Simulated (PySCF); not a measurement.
# C6H7FO: the cost of one run

Computed with PySCF 2.14.0 and routines of our own; the level stands in each step. Atoms count from 0.

## 1. The system as given

15 atoms, charge 0, multiplicity 1; geometry from: GFN2-xTB.

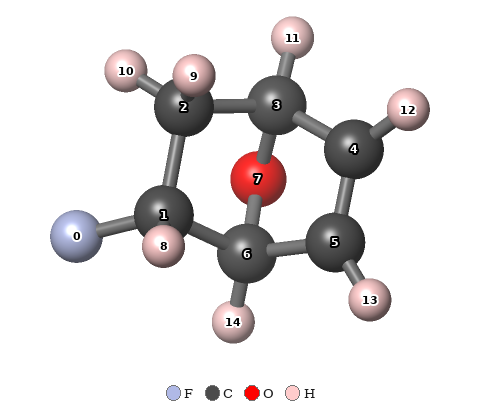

The starting geometry (fluorine light blue, carbon dark grey, oxygen red, hydrogen pink).

## 2. Magnetic properties: GIAO B3LYP/pcSseg-1

What the job is given:

```
{"job": {"kind": "mag", "xc": "B3LYP", "basis": "pcSseg-1", "isotopologues": 2}, "charge": 0, "multiplicity": 1}
F      2.389567    -0.355890    -0.699547
C      1.286624     0.153173    -0.058444
C      0.566616    -0.923119     0.764377
C     -0.829785    -0.914687     0.078034
C     -1.459425     0.412761     0.462607
C     -0.828751     1.319943    -0.268277
C      0.176628     0.530403    -1.085833
O     -0.487239    -0.701700    -1.277557
H      1.639381     1.011358     0.520211
H      0.517051    -0.694735     1.825448
H      1.057351    -1.882554     0.611270
H     -1.424661    -1.813800     0.204518
H     -2.220732     0.531920     1.207425
H     -0.923702     2.386842    -0.286028
H      0.536663     0.948075    -2.020116
```

Level: GIAO B3LYP/pcSseg-1 magnetisability, rotational g tensor and spin-rotation constants, non-relativistic, gas phase.

Launch:

```console
> OMP_NUM_THREADS=1 python excited_run.py task.json out
```

This one command runs all jobs of the session in turn.

Q: Estimate the wall time and peak memory of this first job on 1 thread of Arm Neoverse N1, shared host.

About 45 s, with a peak of 0.78 GiB.
